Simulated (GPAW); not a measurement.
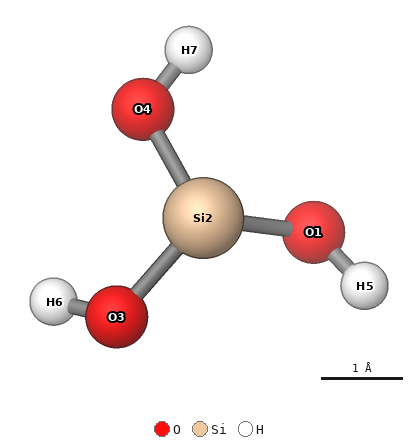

Fig. 1: The input geometry (ball-and-stick view, seen on its broad side; atoms are numbered from 1 in the order of the input). Bond lengths as drawn: H–O 0.96 Å and O–Si 1.64 to 1.65 Å.

## Molecular dynamics of SiH3O3

SiH3O3, multiplicity 2, SMILES O[Si](O)O, computed with PBE/dzp, UKS, dispersion D3(BJ), scalar-relativistic datasets (GPAW 26.7.0).

The geometry comes from this level: PBE0-D4/def2-TZVP.

Log
```
DeprecationWarning: Use thermalize_momenta
Time[ps]      Etot[eV]     Epot[eV]     Ekin[eV]    T[K]
0.0000         -35.2309     -35.5376       0.3067   339.0
0.0005         -35.2429     -35.5344       0.2914   322.1
0.0010         -35.2433     -35.5409       0.2976   328.9
0.0015         -35.2462     -35.5456       0.2993   330.8
0.0020         -35.2181     -35.5525       0.3344   369.6
0.0025         -35.2058     -35.5590       0.3532   390.3
0.0030         -35.2057     -35.5497       0.3440   380.2
0.0035         -35.2052     -35.5284       0.3232   357.2
0.0040         -35.2047     -35.5028       0.2982   329.5
0.0045         -35.2160     -35.4857       0.2697   298.0
0.0050         -35.2160     -35.4786       0.2626   290.2
0.0055         -35.2162     -35.4823       0.2660   294.0
0.0060         -35.1970     -35.4925       0.2955   326.6
0.0065         -35.2049     -35.4948       0.2899   320.4
0.0070         -35.2776     -35.4945       0.2169   239.7
0.0075         -35.2884     -35.4933       0.2049   226.5
0.0080         -35.2884     -35.4889       0.2005   221.6
0.0085         -35.2882     -35.4817       0.1935   213.8
0.0090         -35.2881     -35.4740       0.1859   205.5
0.0095         -35.2937     -35.4678       0.1741   192.4
0.0100         -35.2746     -35.4625       0.1879   207.7
```

Trajectory as extended XYZ (Å, eV, eV/Å), 21 frames, from step=0 to step=20
```
7
Properties=species:S:1:pos:R:3:forces:R:3 step=0 time_fs=0.0 energy=-35.53763 temperature=339.0
O     5.6300    7.3913    6.8718    0.5023   1.1276  -0.6947
Si    6.3588    5.9145    6.8176   -1.0947  -0.9855  -0.2190
O     7.1858    5.5249    8.1760   -0.5698  -0.3914   1.1606
O     7.4697    5.9967    5.6107    1.2518  -0.5540   0.0991
H     4.8559    7.4751    7.4316   -0.9695   0.0463   0.7213
H     8.1441    5.5720    8.1182    1.2330   0.0977  -0.1077
H     7.2123    6.4818    4.8240   -0.3628   0.6104  -0.9733
7
Properties=species:S:1:pos:R:3:forces:R:3 step=1 time_fs=0.5 energy=-35.53437 temperature=322.1
O     5.6300    7.3926    6.8715    0.4859   1.1360  -0.6687
Si    6.3583    5.9155    6.8173   -1.0161  -1.0026  -0.2241
O     7.1863    5.5255    8.1754   -0.4636  -0.3856   1.1466
O     7.4693    5.9955    5.6120    1.3205  -0.6518   0.2383
H     4.8517    7.4465    7.4290   -1.0138   0.0763   0.7251
H     8.1477    5.5707    8.1278    1.0845   0.0968  -0.1101
H     7.2259    6.4715    4.8196   -0.4140   0.6908  -1.1207
7
Properties=species:S:1:pos:R:3:forces:R:3 step=2 time_fs=1.0 energy=-35.54089 temperature=328.9
O     5.6301    7.3941    6.8711    0.2886   1.1519  -0.5188
Si    6.3577    5.9165    6.8169   -0.9334  -1.0145  -0.2273
O     7.1866    5.5261    8.1750   -0.2172  -0.3762   1.1308
O     7.4691    5.9942    5.6134    1.3380  -0.6473   0.2062
H     4.8450    7.4181    7.4281   -0.8740   0.0913   0.6027
H     8.1539    5.5697    8.1372    0.7942   0.0915  -0.1097
H     7.2384    6.4629    4.8125   -0.4126   0.6713  -1.0896
7
Properties=species:S:1:pos:R:3:forces:R:3 step=3 time_fs=1.5 energy=-35.54557 temperature=330.8
O     5.6302    7.3958    6.8706   -0.0540   1.1527  -0.2685
Si    6.3569    5.9174    6.8165   -0.8447  -1.0246  -0.2462
O     7.1869    5.5265    8.1748   -0.4558  -0.3807   1.1166
O     7.4702    5.9927    5.6148    1.2932  -0.5405   0.0143
H     4.8361    7.3899    7.4287   -0.5880   0.1045   0.3809
H     8.1504    5.5689    8.1463    0.9975   0.1025  -0.1193
H     7.2499    6.4559    4.8028   -0.3712   0.5461  -0.8735
7
Properties=species:S:1:pos:R:3:forces:R:3 step=4 time_fs=2.0 energy=-35.55251 temperature=369.6
O     5.6302    7.3990    6.8700   -0.4644   1.0840   0.0348
Si    6.3561    5.9178    6.8161   -0.7708  -0.9836  -0.2612
O     7.1871    5.5266    8.1747   -0.5676  -0.3816   1.0942
O     7.4716    5.9909    5.6162    1.2194  -0.3684  -0.3048
H     4.8258    7.3617    7.4302   -0.2151   0.1510   0.1148
H     8.1494    5.5679    8.1551    1.0696   0.1097  -0.1326
H     7.2605    6.4498    4.7910   -0.3045   0.3537  -0.5358
7
Properties=species:S:1:pos:R:3:forces:R:3 step=5 time_fs=2.5 energy=-35.55901 temperature=390.3
O     5.6304    7.4024    6.8687   -0.9222   0.9860   0.3667
Si    6.3554    5.9182    6.8162   -0.7510  -0.9481  -0.2614
O     7.1874    5.5266    8.1753   -0.4962  -0.3703   1.0768
O     7.4733    5.9890    5.6181    1.0691  -0.0216  -0.9588
H     4.8153    7.3337    7.4325    0.2032   0.2406  -0.1965
H     8.1511    5.5673    8.1476    0.9907   0.1028  -0.1276
H     7.2508    6.4446    4.7763   -0.1348   0.0040   0.1096
7
Properties=species:S:1:pos:R:3:forces:R:3 step=6 time_fs=3.0 energy=-35.54966 temperature=380.2
O     5.6305    7.4059    6.8674   -1.3315   0.8544   0.6627
Si    6.3547    5.9184    6.8163   -0.7259  -0.9021  -0.2618
O     7.1877    5.5266    8.1761   -0.2978  -0.3549   1.0526
O     7.4753    5.9870    5.6198    0.9188   0.2696  -1.5403
H     4.8052    7.3064    7.4343    0.5921   0.3434  -0.4728
H     8.1553    5.5669    8.1397    0.7818   0.0921  -0.1251
H     7.2408    6.4394    4.7618    0.0251  -0.2968   0.6897
7
Properties=species:S:1:pos:R:3:forces:R:3 step=7 time_fs=3.5 energy=-35.52840 temperature=357.2
O     5.6304    7.4096    6.8661   -1.6551   0.6926   0.8988
Si    6.3539    5.9186    6.8163   -0.6918  -0.8469  -0.2635
O     7.1879    5.5265    8.1770   -0.0085  -0.3364   1.0195
O     7.4774    5.9852    5.6213    0.7797   0.4858  -1.9990
H     4.7966    7.2799    7.4350    0.9040   0.4649  -0.6948
H     8.1613    5.5667    8.1316    0.4823   0.0771  -0.1173
H     7.2309    6.4335    4.7489    0.1564  -0.5247   1.1572
7
Properties=species:S:1:pos:R:3:forces:R:3 step=8 time_fs=4.0 energy=-35.50285 temperature=329.5
O     5.6300    7.4134    6.8651   -1.8750   0.5108   1.0653
Si    6.3530    5.9187    6.8163   -0.6461  -0.7839  -0.2665
O     7.1881    5.5264    8.1781    0.3227  -0.3156   0.9754
O     7.4796    5.9834    5.6225    0.6578   0.6220  -2.3130
H     4.7901    7.2545    7.4340    1.1157   0.5911  -0.8466
H     8.1684    5.5667    8.1232    0.1393   0.0632  -0.0993
H     7.2214    6.4263    4.7388    0.2655  -0.6754   1.4859
7
Properties=species:S:1:pos:R:3:forces:R:3 step=9 time_fs=4.5 energy=-35.48571 temperature=298.0
O     5.6291    7.4173    6.8642   -1.9922   0.3262   1.1618
Si    6.3519    5.9188    6.8163   -0.5795  -0.7056  -0.2979
O     7.1882    5.5262    8.1793    0.6493  -0.2933   0.9182
O     7.4817    5.9817    5.6233    0.6246   0.6241  -2.3584
H     4.7861    7.2305    7.4310    1.2286   0.7133  -0.9266
H     8.1757    5.5668    8.1145   -0.2036   0.0483  -0.0753
H     7.2272    6.4175    4.7323    0.2703  -0.6939   1.5855
7
Properties=species:S:1:pos:R:3:forces:R:3 step=10 time_fs=5.0 energy=-35.47863 temperature=290.2
O     5.6280    7.4212    6.8634   -2.0046   0.1465   1.1886
Si    6.3508    5.9188    6.8163   -0.4987  -0.6241  -0.3295
O     7.1884    5.5260    8.1807    0.9335  -0.2696   0.8503
O     7.4839    5.9801    5.6238    0.6151   0.5620  -2.2605
H     4.7850    7.2082    7.4258    1.2322   0.8057  -0.9345
H     8.1825    5.5671    8.1057   -0.5105   0.0354  -0.0535
H     7.2336    6.4071    4.7296    0.2431  -0.6546   1.5389
7
Properties=species:S:1:pos:R:3:forces:R:3 step=11 time_fs=5.5 energy=-35.48226 temperature=294.0
O     5.6265    7.4251    6.8629   -1.9144  -0.0220   1.1522
Si    6.3496    5.9187    6.8162   -0.4040  -0.5414  -0.3612
O     7.1887    5.5257    8.1821    1.1492  -0.2451   0.7738
O     7.4862    5.9785    5.6240    0.6264   0.4410  -2.0164
H     4.7869    7.1878    7.4183    1.1339   0.8905  -0.8826
H     8.1881    5.5674    8.0967   -0.7555   0.0221  -0.0207
H     7.2406    6.3951    4.7305    0.1757  -0.5493   1.3490
7
Properties=species:S:1:pos:R:3:forces:R:3 step=12 time_fs=6.0 energy=-35.49253 temperature=326.6
O     5.6248    7.4284    6.8625   -1.7306  -0.1628   1.0540
Si    6.3484    5.9180    6.8161   -0.3039  -0.4499  -0.4063
O     7.1892    5.5278    8.1838    1.2876  -0.2317   0.7110
O     7.4886    5.9764    5.6238    0.6570   0.2649  -1.6264
H     4.7915    7.1690    7.4088    0.9399   0.9502  -0.7662
H     8.1919    5.5672    8.0874   -0.9136   0.0141   0.0120
H     7.2481    6.3811    4.7347    0.0842  -0.3836   1.0137
7
Properties=species:S:1:pos:R:3:forces:R:3 step=13 time_fs=6.5 energy=-35.49482 temperature=320.4
O     5.6229    7.4319    6.8623   -1.7271  -0.3250   1.0527
Si    6.3473    5.9174    6.8160   -0.2171  -0.3623  -0.4324
O     7.1900    5.5294    8.1855    1.3317  -0.2146   0.6408
O     7.4913    5.9745    5.6234    0.7090   0.0432  -1.0984
H     4.7867    7.1525    7.3974    0.9403   1.0208  -0.7621
H     8.1936    5.5671    8.0781   -0.9783   0.0078   0.0345
H     7.2558    6.3664    4.7413   -0.0398  -0.1655   0.5480
7
Properties=species:S:1:pos:R:3:forces:R:3 step=14 time_fs=7.0 energy=-35.49445 temperature=239.7
O     5.6216    7.4351    6.8622   -1.6346  -0.4595   0.9971
Si    6.3470    5.9166    6.8159   -0.1880  -0.2740  -0.4042
O     7.1919    5.5307    8.1873    1.2804  -0.1999   0.5680
O     7.4908    5.9725    5.6228    0.8106  -0.1557  -0.6590
H     4.7849    7.1384    7.3841    0.8548   1.0570  -0.7070
H     8.1938    5.5669    8.0690   -0.9500   0.0064   0.0544
H     7.2644    6.3619    4.7492   -0.1598   0.0255   0.1201
7
Properties=species:S:1:pos:R:3:forces:R:3 step=15 time_fs=7.5 energy=-35.49328 temperature=226.5
O     5.6201    7.4374    6.8623   -1.4594  -0.5658   0.8960
Si    6.3466    5.9149    6.8157   -0.1472  -0.1790  -0.3854
O     7.1939    5.5313    8.1892    1.1333  -0.1858   0.4927
O     7.4905    5.9738    5.6222    0.9328  -0.4099  -0.0870
H     4.7851    7.1259    7.3692    0.6830   1.0657  -0.5904
H     8.1918    5.5659    8.0599   -0.8292   0.0048   0.0696
H     7.2725    6.3567    4.7574   -0.3021   0.2621  -0.4160
7
Properties=species:S:1:pos:R:3:forces:R:3 step=16 time_fs=8.0 energy=-35.48891 temperature=221.6
O     5.6183    7.4397    6.8625   -1.1998  -0.6341   0.7513
Si    6.3463    5.9132    6.8154   -0.1059  -0.0865  -0.3636
O     7.1961    5.5317    8.1912    0.9017  -0.1705   0.4255
O     7.4903    5.9750    5.6215    1.0426  -0.6531   0.4690
H     4.7870    7.1160    7.3529    0.4313   1.0466  -0.4298
H     8.1877    5.5650    8.0511   -0.6240   0.0053   0.0680
H     7.2799    6.3520    4.7646   -0.4268   0.4862  -0.9338
7
Properties=species:S:1:pos:R:3:forces:R:3 step=17 time_fs=8.5 energy=-35.48171 temperature=213.8
O     5.6164    7.4418    6.8629   -0.8664  -0.6594   0.5707
Si    6.3460    5.9115    6.8152   -0.0681   0.0036  -0.3379
O     7.1985    5.5322    8.1932    0.6041  -0.1535   0.3702
O     7.4903    5.9761    5.6209    1.1231  -0.8470   0.9173
H     4.7900    7.1087    7.3355    0.1033   0.9822  -0.2341
H     8.1822    5.5640    8.0424   -0.3528   0.0057   0.0488
H     7.2863    6.3485    4.7696   -0.5282   0.6702  -1.3476
7
Properties=species:S:1:pos:R:3:forces:R:3 step=18 time_fs=9.0 energy=-35.47397 temperature=205.5
O     5.6143    7.4439    6.8633   -0.4779  -0.6454   0.3681
Si    6.3456    5.9099    6.8149   -0.0375   0.0913  -0.3074
O     7.2009    5.5326    8.1953    0.2621  -0.1362   0.3253
O     7.4904    5.9770    5.6204    1.1592  -0.9550   1.1685
H     4.7931    7.1036    7.3176   -0.2716   0.8844  -0.0224
H     8.1758    5.5630    8.0338   -0.0286   0.0097   0.0240
H     7.2914    6.3467    4.7714   -0.5792   0.7649  -1.5650
7
Properties=species:S:1:pos:R:3:forces:R:3 step=19 time_fs=9.5 energy=-35.46778 temperature=192.4
O     5.6122    7.4458    6.8636   -0.0618  -0.6072   0.1625
Si    6.3453    5.9082    6.8144    0.0275   0.1739  -0.2571
O     7.2034    5.5330    8.1973   -0.2313  -0.1250   0.3179
O     7.4907    5.9778    5.6199    1.1398  -0.9555   1.1654
H     4.7956    7.1007    7.2995   -0.6806   0.7654   0.1840
H     8.1694    5.5621    8.0406    0.4074   0.0232  -0.0523
H     7.2951    6.3466    4.7692   -0.5766   0.7516  -1.5346
7
Properties=species:S:1:pos:R:3:forces:R:3 step=20 time_fs=10.0 energy=-35.46253 temperature=207.7
O     5.6100    7.4472    6.8639    0.3374  -0.5617  -0.0249
Si    6.3449    5.9061    6.8139    0.0772   0.2610  -0.2088
O     7.2058    5.5352    8.1993   -0.6983  -0.1212   0.3215
O     7.4912    5.9781    5.6196    1.0738  -0.8532   0.9159
H     4.7965    7.0992    7.2818   -1.0722   0.6390   0.3769
H     8.1639    5.5608    8.0473    0.8270   0.0307  -0.1251
H     7.2974    6.3480    4.7633   -0.5225   0.6343  -1.2602
```

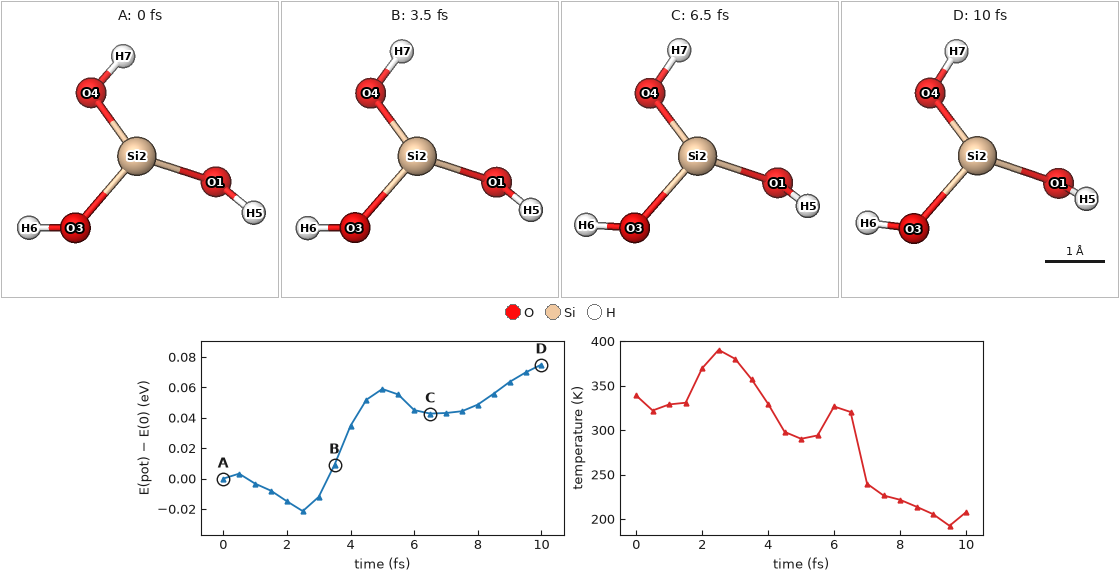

Fig. 2: Frames of the molecular dynamics (ball-and-stick, seen at a tilt) above the curves, on which the letters mark them. The trajectory kept here has 21 frames over 10 fs. The temperature starts at 339 K, ranges from 192 to 390 K and averages 249 K over the second half. The potential energy ends 0.075 eV above its first value. After an unweighted best fit of the last frame on the first, the root-mean-square displacement is 0.13 Å, and H5 has moved furthest (0.21 Å).

This output came from the following input.

The input (calc.py)
```python
import numpy as np
from ase import Atoms, units
from ase.calculators.mixing import SumCalculator
from ase.md.andersen import Andersen
from ase.md.velocitydistribution import MaxwellBoltzmannDistribution, Stationary, ZeroRotation
from dftd3.ase import DFTD3
from gpaw import GPAW

# Geometry
atoms = Atoms(['O', 'Si', 'O', 'O', 'H', 'H', 'H'],
    positions=[[ -1.063800,   1.054700,   0.036100],
               [ -0.335000,  -0.422100,  -0.018100],
               [  0.492000,  -0.811700,   1.340300],
               [  0.775900,  -0.339900,  -1.225000],
               [ -1.837900,   1.138500,   0.595900],
               [  1.450300,  -0.764600,   1.282500],
               [  0.518500,   0.145200,  -2.011700]])
atoms.set_cell([13.0, 13.0, 13.0])
atoms.center()
atoms.set_initial_magnetic_moments([1.0, 0.0, 0.0, 0.0, 0.0, 0.0, 0.0])

# DFT calculator
calculator = GPAW(mode='lcao',
                  basis='dzp',
                  h=0.18,
                  xc='PBE',
                  occupations={'name': 'fermi-dirac', 'width': 0.0, 'fixmagmom': True},
                  maxiter=120,
                  symmetry='off',
                  txt='run.txt')
atoms.calc = SumCalculator([DFTD3(method='PBE', damping='d3bj'), calculator])

rng = np.random.default_rng(846)
MaxwellBoltzmannDistribution(atoms, temperature_K=300, rng=rng)
Stationary(atoms)
ZeroRotation(atoms)
dyn = Andersen(atoms, timestep=0.5 * units.fs, temperature_K=300, andersen_prob=0.05, rng=rng, trajectory='md.traj', logfile='-')
dyn.run(20)
```

Command:
```bash
python calc.py > calc.log
```

Summary

```tsv
quantity	value
outcome	finished
mean temperature over the second half	249 K
trajectory	21 frames kept, 10 fs
basis functions (step not recorded)	67
hardware	1 thread of Arm Neoverse V2, 24 GiB of memory available, shared host
wall time	3.5 min
peak memory	1.3 GiB
```

Notes

So short a trajectory is not equilibrated.
